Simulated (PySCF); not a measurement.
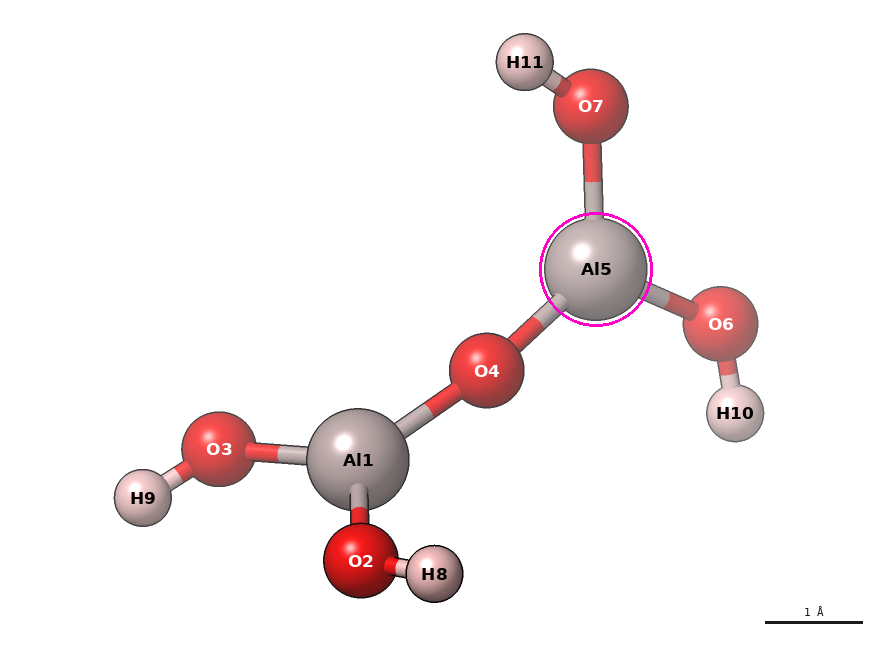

Orthographic view. Depth is shown by fading: the farther an atom, the more it takes the colour of the background. The computed structure is the end point of a PBE0-D3(BJ)/def2-SVP optimisation. No frequency run is at hand to confirm it as a minimum.

> Which atoms are bonded to the circled atom?

The circled atom is Al5; it is bonded to O4, O6, O7.

> Of Al1 and O2, which is nearer the viewer?

O2; the bond to Al1 points away from the viewer, so it looks shorter than its 1.70 Å.

> Which atom is nearest the viewer?

H8, 2.4 Å in front of the mean position.

> What is the shortest path along bonds from the circled atom to H8?

Al5–O4–Al1–O2–H8, 4 bonds; through space the two are 4.71 Å apart.
